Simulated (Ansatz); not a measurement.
# SiH₂ (triplet): correlated methods under varied settings at distance H1–H2 along a hydrogen transfer = 1.021 Å

Aim: run SiH₂ (triplet) at one geometry under a spread of methods and options, and see what each costs and gives.

Program: Ansatz 0.2.0, Gaussian basis. Level of theory: the settings change from run to run. These are calculated values, not measurements.

8 further runs of the same task are left out: 7 that didn't finish, 1 set aside as unsound or not needed.

### 1 What is computed

The geometry derives from fragments relaxed apart (PBE0/def2-TZVP) and kept rigid, so it is no stationary point. A hydrogen atom is moved between rigid fragments.

3 atoms, charge 0, spin multiplicity 3.

Atoms are counted from 1 here; the program's logs count them from 0.

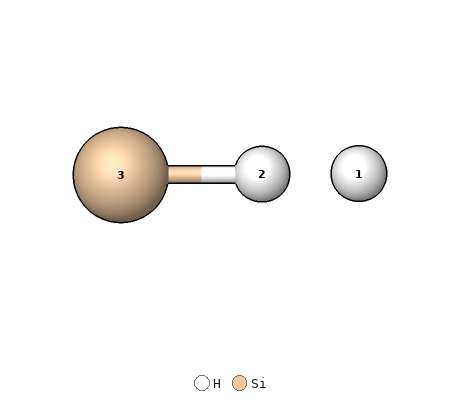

The geometry (hydrogen white, silicon light orange); atoms are numbered from 1 in the order of the file.

As a file:

```xyz
3

H     0.00000    0.00000   -1.17600
H     0.00000    0.00000   -0.15500
Si    0.00000    0.00000    1.33100
```

### 2 BCCD on UHF/def2-SVPD

in.yaml reads:

```yaml
crystal:
  periodic: [false, false, false]
  atoms:
    - {symbol: H, position_ang: [0.000000, 0.000000, -1.176000]}
    - {symbol: H, position_ang: [0.000000, 0.000000, -0.155000]}
    - {symbol: Si, position_ang: [0.000000, 0.000000, 1.331000]}
basis:
  gaussian: {orbitals: def2-SVPD}
magnetization: {spin_polarized: true, initial_magnetization: 2}
correlation: {method: bccd, electrons: outside_noble_gas}
output: {forces: true}
```

Command:

```
ansatz run in.yaml --threads 1 --pin off --events-out ev --progress --plain --max-ram 2393MiB
```

Standard output, cut to the lines that bear on the results:

```text
Functional definition: HF
  name "HF"
  cite "Fock, Z. Phys. 61, 126 (1930) doi:10.1007/BF01340294"
  parent pbe
[...]
390 factors; integrals over basis functions are off by at most 1.1e-3 eV
[...]
mean field -7886.20484527 eV, -289.8126826020 hartree, gradient 2.8e-6 eV, S^2 2.162344; 11 other end points of the search recorded, 0 dependent functions left out
determinant -7886.20484527 eV, -289.8126826020 hartree, with singles and doubles -7889.18093720 eV, -289.9220519632 hartree
determinant -7886.19188256 eV, -289.8122062311 hartree, with singles and doubles -7889.41093932 eV, -289.9305043851 hartree
determinant -7886.18618103 eV, -289.8119967040 hartree, with singles and doubles -7889.17948991 eV, -289.9219987761 hartree
determinant -7886.07210653 eV, -289.8078045433 hartree, with singles and doubles -7889.38124939 eV, -289.9294133004 hartree
determinant -7882.78801390 eV, -289.6871163650 hartree, with singles and doubles -7885.68459050 eV, -289.7935635918 hartree
determinant -7886.20484527 eV, -289.8126826020 hartree, with singles and doubles -7889.16467729 eV, -289.9214544226 hartree
determinant -7886.19188256 eV, -289.8122062311 hartree, with singles and doubles -7889.40158655 eV, -289.9301606773 hartree
determinant -7886.18618103 eV, -289.8119967040 hartree, with singles and doubles -7889.17135169 eV, -289.9216997023 hartree
determinant -7886.07210653 eV, -289.8078045433 hartree, with singles and doubles -7889.39418633 eV, -289.9298887243 hartree
[...]
5 core orbitals not correlated: weight in the atoms' cores, before any rotation towards them, 1.000 or more for the frozen orbitals, at most 0.000 for the correlated occupied ones
reference -7886.19188256 eV, -289.8122062311 hartree; 4, 2 occupied and 31, 33 virtual orbitals, 390 factors
second order -2.28102023 eV of doubles, -0.00000000 eV of singles
cycle   1  -3.24712863 eV  change   -3.7e-2 eV  update   2.7e-2
[...]
cycle  16  -3.21985949 eV  change    3.9e-8 eV  update   5.2e-7
[...]
Total energy: -7889.41174205 eV, -289.9305338849 hartree
Atom 0 at     0.000000     0.000000    -1.176000 Å, force    -0.000006     0.000000     3.234960 eV/Å
Atom 1 at     0.000000     0.000000    -0.155000 Å, force     0.000009    -0.000000    -6.584589 eV/Å
Atom 2 at     0.000000     0.000000     1.331000 Å, force    -0.000003    -0.000000     3.349629 eV/Å
Dipole moment:     0.000001    -0.000000    -0.278398 e Å
```

Run time: 3.8 s. Hardware: 1 thread of Arm Neoverse V2, shared host.

From the report: ⟨S²⟩ of the determinant 2.277 (pure triplet: 2.00); correlation -3.2199 eV; largest double amplitude 0.13.

### 3 MRCISD+Q(relaxed)(6,4)/def2-mTZVP

in.yaml reads:

```yaml
crystal:
  periodic: [false, false, false]
  atoms:
    - {symbol: H, position_ang: [0.000000, 0.000000, -1.176000]}
    - {symbol: H, position_ang: [0.000000, 0.000000, -0.155000]}
    - {symbol: Si, position_ang: [0.000000, 0.000000, 1.331000]}
basis:
  gaussian: {orbitals: def2-mTZVP}
magnetization: {spin_polarized: false, initial_magnetization: 2}
correlation: {method: fic_mrcisd_q_relaxed, electrons: all, active_space: {window: {electrons: 6, orbitals: 4}}}
accuracy: high
scf: {lower_state_search: off}
```

The command is unchanged.

Standard output, cut to the lines that bear on the results:

```text
Functional definition: HF
  name "HF"
  cite "Fock, Z. Phys. 61, 126 (1930) doi:10.1007/BF01340294"
  parent pbe
[...]
423 factors; integrals over basis functions are off by at most 6.3e-9 eV
[...]
mean field -7888.49169912 eV, -289.8967229308 hartree, gradient 5.7e-9 eV, S^2 2.000000; 0 other end points of the search recorded, 0 dependent functions left out
reference -7888.49169912 eV, -289.8967229308 hartree; 9, 7 occupied and 19, 21 virtual orbitals, 423 factors
state -7888.49169912 eV, -289.8967229308 hartree
contracted CI cycle   1: correlation 0.00000000 eV, 0.0000000000 hartree, residual 2.24e1 eV
contracted CI cycle   2: correlation -3.22881665 eV, -0.1186568232 hartree, residual 4.81e0 eV
contracted CI cycle   3: correlation -3.45856685 eV, -0.1270999876 hartree, residual 1.55e0 eV
contracted CI cycle   4: correlation -3.49111801 eV, -0.1282962207 hartree, residual 5.38e-1 eV
[...]
contracted CI cycle   9: correlation -3.49549792 eV, -0.1284571791 hartree, residual 1.88e-3 eV
contracted CI cycle  10: correlation -3.49549794 eV, -0.1284571801 hartree, residual 5.80e-4 eV
contracted CI cycle  11: correlation -3.49549795 eV, -0.1284571802 hartree, residual 1.92e-4 eV
contracted CI cycle  12: correlation -3.49549795 eV, -0.1284571802 hartree, residual 5.48e-5 eV
contracted CI cycle  13: correlation -3.49549795 eV, -0.1284571802 hartree, residual 1.60e-5 eV
contracted CI cycle  14: correlation -3.49549795 eV, -0.1284571802 hartree, residual 4.70e-6 eV
contracted CI cycle  15: correlation -3.49549795 eV, -0.1284571802 hartree, residual 1.45e-6 eV
contracted CI cycle  16: correlation -3.49549795 eV, -0.1284571802 hartree, residual 3.50e-7 eV
state -7888.49169912 eV, -289.8967229308 hartree; corrected -7892.30063257 eV, -290.0366986533 hartree
Total energy: -7892.30063257 eV, -290.0366986533 hartree
Checks for a lower state left out: stability, starts, cluster_reference, orbital_swaps, neighbouring_geometries, increment
```

Run time: 0.72 s. Hardware: 1 thread of Arm Neoverse V2, shared host.

From the report: 2 determinants; active occupations 2.00, 2.00, 1.00, 1.00.

### 4 MRCISD+Q(4,5)/cc-pVDZ

in.yaml reads:

```yaml
crystal:
  periodic: [false, false, false]
  atoms:
    - {symbol: H, position_ang: [0.000000, 0.000000, -1.176000]}
    - {symbol: H, position_ang: [0.000000, 0.000000, -0.155000]}
    - {symbol: Si, position_ang: [0.000000, 0.000000, 1.331000]}
basis:
  gaussian: {orbitals: cc-pVDZ, fitting: {mean_field: def2-universal-jkfit}}
magnetization: {spin_polarized: false, initial_magnetization: 2}
correlation: {method: fic_mrcisd_q, electrons: outside_noble_gas, active_space: {window: {electrons: 4, orbitals: 5}, states: [{multiplicity: 3, weights: [1, 1]}], root: 1}}
```

Same command.

Standard output, cut to the lines that bear on the results:

```text
Functional definition: HF
  name "HF"
  cite "Fock, Z. Phys. 61, 126 (1930) doi:10.1007/BF01340294"
  parent pbe
[...]
164 factors; integrals over basis functions are off by at most 3.6e-1 eV
[...]
mean field -7888.53064170 eV, -289.8981540445 hartree, gradient 8.2e-7 eV, S^2 2.000000; 6 other end points of the search recorded, 0 dependent functions left out
reference -7888.53064170 eV, -289.8981540445 hartree; 9, 7 occupied and 19, 21 virtual orbitals, 164 factors
state -7889.30738710 eV, -289.9266989114 hartree
state -7888.95734642 eV, -289.9138351538 hartree
contracted CI cycle   1: correlation 0.00000000 eV, 0.0000000000 hartree, residual 1.02e1 eV
contracted CI cycle   2: correlation -2.36826446 eV, -0.0870321135 hartree, residual 2.21e0 eV
contracted CI cycle   3: correlation -2.47100060 eV, -0.0908075970 hartree, residual 7.06e-1 eV
[...]
contracted CI cycle   2: correlation -2.39893210 eV, -0.0881591285 hartree, residual 2.46e0 eV
contracted CI cycle   3: correlation -2.52644933 eV, -0.0928453004 hartree, residual 8.23e-1 eV
contracted CI cycle   4: correlation -2.54336320 eV, -0.0934668736 hartree, residual 3.50e-1 eV
contracted CI cycle   5: correlation -2.54588319 eV, -0.0935594815 hartree, residual 1.29e-1 eV
contracted CI cycle   6: correlation -2.54620487 eV, -0.0935713029 hartree, residual 3.96e-2 eV
contracted CI cycle   7: correlation -2.54623685 eV, -0.0935724783 hartree, residual 1.31e-2 eV
contracted CI cycle   8: correlation -2.54624031 eV, -0.0935726055 hartree, residual 4.26e-3 eV
contracted CI cycle   9: correlation -2.54624067 eV, -0.0935726187 hartree, residual 1.26e-3 eV
contracted CI cycle  10: correlation -2.54624070 eV, -0.0935726199 hartree, residual 3.99e-4 eV
state -7888.95734642 eV, -289.9138351538 hartree; corrected -7891.69426327 eV, -290.0144149927 hartree
Total energy: -7891.69426327 eV, -290.0144149927 hartree
```

It took 0.69 s on 1 thread of Arm Neoverse V2, shared host.

From the report: 52 determinants; active occupations (of the averaged states) 1.93, 1.00, 0.55, 0.50, 0.02.

### 5 CISD/6-31G*

in.yaml reads:

```yaml
crystal:
  periodic: [false, false, false]
  atoms:
    - {symbol: H, position_ang: [0.000000, 0.000000, -1.176000]}
    - {symbol: H, position_ang: [0.000000, 0.000000, -0.155000]}
    - {symbol: Si, position_ang: [0.000000, 0.000000, 1.331000]}
basis:
  gaussian: {orbitals: "6-31G*"}
magnetization: {spin_polarized: false, initial_magnetization: 2}
correlation: {active_space: {ras: {orbitals: [2, 2, 14], electrons: 6, max_holes: 2, max_particles: 2}, fixed_orbitals: true}}
output: {forces: true}
```

Launched as before.

Standard output, cut to the lines that bear on the results:

```text
Functional definition: HF
  name "HF"
  cite "Fock, Z. Phys. 61, 126 (1930) doi:10.1007/BF01340294"
  parent pbe
[...]
229 factors; integrals over basis functions are off by at most 8.4e-4 eV
[...]
mean field -7887.92718980 eV, -289.8759775960 hartree, gradient 6.3e-7 eV, S^2 2.000000; 6 other end points of the search recorded, 0 dependent functions left out
reference -7887.92718980 eV, -289.8759775960 hartree; 9, 7 occupied and 14, 16 virtual orbitals, 229 factors
state -7890.62994755 eV, -289.9753021112 hartree
[...]
Total energy: -7890.62994755 eV, -289.9753021112 hartree
Atom 0 at     0.000000     0.000000    -1.176000 Å, force    -0.000000     0.000000     3.109023 eV/Å
Atom 1 at     0.000000     0.000000    -0.155000 Å, force    -0.000000     0.000000    -6.671147 eV/Å
Atom 2 at     0.000000     0.000000     1.331000 Å, force     0.000000    -0.000000     3.562124 eV/Å
Dipole moment:    -0.000000    -0.000000    -0.345033 e Å
```

Run time: 0.6 s. Hardware: 1 thread of Arm Neoverse V2, shared host.

From the report: 2,288 determinants.

### 6 HF/cc-pVDZ

in.yaml reads:

```yaml
crystal:
  periodic: [false, false, false]
  atoms:
    - {symbol: H, position_ang: [0.000000, 0.000000, -1.176000]}
    - {symbol: H, position_ang: [0.000000, 0.000000, -0.155000]}
    - {symbol: Si, position_ang: [0.000000, 0.000000, 1.331000]}
basis:
  gaussian: {orbitals: cc-pVDZ, fitting: {mean_field: def2-universal-jkfit}}
magnetization: {spin_polarized: true, initial_magnetization: 2}
hamiltonian: {xc: hf}
output: {orbitals: {seedname: orbitals}}
```

Same command.

Standard output:

```text
Functional definition: HF
  name "HF"
  cite "Fock, Z. Phys. 61, 126 (1930) doi:10.1007/BF01340294"
  parent pbe
  exchange = exact_x
  correlation = 0
164 factors; integrals over basis functions are off by at most 3.6e-1 eV
mean field evaluation 1: about -7888.1561 eV, gradient 6.3e0 eV
mean field evaluation 2: about -7888.6212 eV, gradient 1.9e0 eV
mean field evaluation 4: about -7888.6835 eV, gradient 3.5e-1 eV
mean field evaluation 8: about -7888.7033 eV, gradient 2.9e-1 eV
mean field evaluation 16: about -7888.7594 eV, gradient 9.7e-6 eV
mean field evaluation 32: about -7882.6106 eV, gradient 1.7e1 eV
mean field evaluation 64: about -7886.5898 eV, gradient 1.0e1 eV
mean field evaluation 96: about -7888.6212 eV, gradient 1.9e0 eV
mean field -7888.75942899 eV, -289.9065618220 hartree, gradient 9.7e-6 eV, S^2 2.270750; 4 other end points of the search recorded, 0 dependent functions left out
reference -7888.75942899 eV, -289.9065618220 hartree; 9, 7 occupied and 19, 21 virtual orbitals, 164 factors
Total energy: -7888.75942899 eV, -289.9065618220 hartree
```

Wall time 0.21 s (1 thread of Arm Neoverse V2, shared host).

From the report: ⟨S²⟩ of the determinant 2.271 (pure triplet: 2.00).

### 7 CCSD(T)/cc-pVDZ

in.yaml reads:

```yaml
crystal:
  periodic: [false, false, false]
  atoms:
    - {symbol: H, position_ang: [0.000000, 0.000000, -1.176000]}
    - {symbol: H, position_ang: [0.000000, 0.000000, -0.155000]}
    - {symbol: Si, position_ang: [0.000000, 0.000000, 1.331000]}
basis:
  gaussian: {orbitals: cc-pVDZ}
magnetization: {spin_polarized: true, initial_magnetization: 2}
hamiltonian: {xc: {name: B3LYP}}
correlation: {method: ccsd_t, electrons: valence}
scf: {lower_state_search: light}
output: {forces: true}
```

Same command.

Standard output, cut to the lines that bear on the results:

```text
Functional definition: B3LYP
  name "B3LYP"
  cite "Stephens, Devlin, Chabalowski & Frisch, J. Phys. Chem. 98, 11623 (1994) doi:10.1021/j100096a001"
  cite "Becke, Phys. Rev. A 38, 3098 (1988) doi:10.1103/PhysRevA.38.3098"
  cite "Lee, Yang & Parr, Phys. Rev. B 37, 785 (1988) doi:10.1103/PhysRevB.37.785"
  cite "Vosko, Wilk & Nusair, Can. J. Phys. 58, 1200 (1980) doi:10.1139/p80-159"
[...]
273 factors; integrals over basis functions are off by at most 9.8e-4 eV
[...]
mean field -7905.28161615 eV, -290.5137410012 hartree, gradient 2.0e-6 eV, S^2 2.013097; 7 other end points of the search recorded, 0 dependent functions left out
5 core orbitals not correlated: weight in the atoms' cores, before any rotation towards them, 1.000 or more for the frozen orbitals, at most 0.000 for the correlated occupied ones
reference -7888.49983759 eV, -289.8970220140 hartree; 4, 2 occupied and 19, 21 virtual orbitals, 273 factors
second order -2.48965763 eV of doubles, -0.10834199 eV of singles
cycle   1  -3.06216924 eV  change   -4.7e-1 eV  update   6.3e-2
[...]
cycle  18  -3.28373567 eV  change    1.0e-8 eV  update   2.2e-8
perturbative correction -0.08732201 eV, -0.0032090248 hartree
[...]
Total energy: -7891.87089527 eV, -290.0209060988 hartree
Atom 0 at     0.000000     0.000000    -1.176000 Å, force     0.000000     0.000000     3.114790 eV/Å
Atom 1 at     0.000000     0.000000    -0.155000 Å, force    -0.000000    -0.000000    -6.540158 eV/Å
Atom 2 at     0.000000     0.000000     1.331000 Å, force     0.000000     0.000000     3.425368 eV/Å
Dipole moment:    -0.000000    -0.000000    -0.319534 e Å
```

Run time: 3.8 s. Hardware: 1 thread of Arm Neoverse V2, shared host.

From the report: ⟨S²⟩ of the determinant 2.013 (pure triplet: 2.00); correlation -3.3711 eV; T1 0.012; largest double amplitude 0.15. The orbitals are Kohn-Sham ones, so correlation energy and T1 don't compare with those on Hartree-Fock orbitals.

### 8 CCSD(T) on UHF/cc-pVTZ-DK

in.yaml reads:

```yaml
crystal:
  periodic: [false, false, false]
  atoms:
    - {symbol: H, position_ang: [0.000000, 0.000000, -1.176000]}
    - {symbol: H, position_ang: [0.000000, 0.000000, -0.155000]}
    - {symbol: Si, position_ang: [0.000000, 0.000000, 1.331000]}
basis:
  gaussian: {orbitals: cc-pVTZ-DK}
magnetization: {spin_polarized: true, initial_magnetization: 2}
correlation: {method: ccsd_t, electrons: outside_noble_gas}
```

The command is unchanged.

Standard output, cut to the lines that bear on the results:

```text
Functional definition: HF
  name "HF"
  cite "Fock, Z. Phys. 61, 126 (1930) doi:10.1007/BF01340294"
  parent pbe
[...]
355 factors; integrals over basis functions are off by at most 1.4e-3 eV
[...]
mean field -7905.42862378 eV, -290.5191434320 hartree, gradient 1.4e-6 eV, S^2 2.164031; 11 other end points of the search recorded, 0 dependent functions left out
determinant -7905.42862378 eV, -290.5191434320 hartree, with singles and doubles -7908.79732437 eV, -290.6429408951 hartree
determinant -7905.41278973 eV, -290.5185615412 hartree, with singles and doubles -7908.99716550 eV, -290.6502849214 hartree
determinant -7905.40918256 eV, -290.5184289802 hartree, with singles and doubles -7908.80027116 eV, -290.6430491879 hartree
determinant -7905.29711897 eV, -290.5143107194 hartree, with singles and doubles -7908.97112490 eV, -290.6493279467 hartree
[...]
determinant -7905.42862378 eV, -290.5191434320 hartree, with singles and doubles -7908.71955516 eV, -290.6400829295 hartree
determinant -7905.41278973 eV, -290.5185615412 hartree, with singles and doubles -7908.94202018 eV, -290.6482583683 hartree
determinant -7905.40918256 eV, -290.5184289802 hartree, with singles and doubles -7908.72697343 eV, -290.6403555458 hartree
determinant -7905.29711897 eV, -290.5143107194 hartree, with singles and doubles -7908.93643242 eV, -290.6480530218 hartree
5 core orbitals not correlated: weight in the atoms' cores, before any rotation towards them, 1.000 or more for the frozen orbitals, at most 0.000 for the correlated occupied ones
reference -7905.41278973 eV, -290.5185615412 hartree; 4, 2 occupied and 53, 55 virtual orbitals, 355 factors
second order -2.66151877 eV of doubles, -0.00000000 eV of singles
cycle   1  -3.52923221 eV  change   -1.7e-6 eV  update   2.8e-6
perturbative correction -0.15539480 eV, -0.0057106536 hartree
Total energy: -7909.09741673 eV, -290.6539690862 hartree
Relativity: scalar
```

Wall time 6.5 s (1 thread of Arm Neoverse V2, shared host).

From the report: ⟨S²⟩ of the determinant 2.259 (pure triplet: 2.00); correlation -3.6846 eV; T1 0.066; largest double amplitude 0.14.

### 9 All runs side by side

Where basis and cores are those of an earlier FCI/cc-pVDZ run (-7891.9431 eV), and the state is the same kind, the miss against it is given.

```
                                               level         correlated  functions  energy (eV)  from FCI (meV)    time
                               BCCD on UHF/def2-SVPD  outside noble gas         40   -7889.4117                   3.8 s
                   MRCISD+Q(relaxed)(6,4)/def2-mTZVP                all         28   -7892.3006                  0.72 s
MRCISD+Q(4,5)/cc-pVDZ (excited root 1 of an average)  outside noble gas         28   -7891.6943                  0.69 s
                                         CISD/6-31G*            valence         23   -7890.6299                   0.6 s
                                          HF/cc-pVDZ                            28   -7888.7594          3183.7  0.21 s
                 CCSD(T)/cc-pVDZ (on B3LYP orbitals)            valence         28   -7891.8709            72.2   3.8 s
                           CCSD(T) on UHF/cc-pVTZ-DK  outside noble gas         62   -7909.0974                   6.5 s
```

### 10 Outcome

```
quantity                             value
    runs                                 7
quickest                HF/cc-pVDZ, 0.21 s
 slowest  CCSD(T) on UHF/cc-pVTZ-DK, 6.5 s
```

In words: Total energies in different bases, with other cores or another treatment of relativity can't be set against each other. CCSD(T) on UHF/cc-pVTZ-DK took 31 times as long as HF/cc-pVDZ; the jobs differ in more than the method. Hartree-Fock, CASSCF and CASCI lack dynamic correlation by design. Cores frozen from Kohn-Sham orbitals shift the total energy.
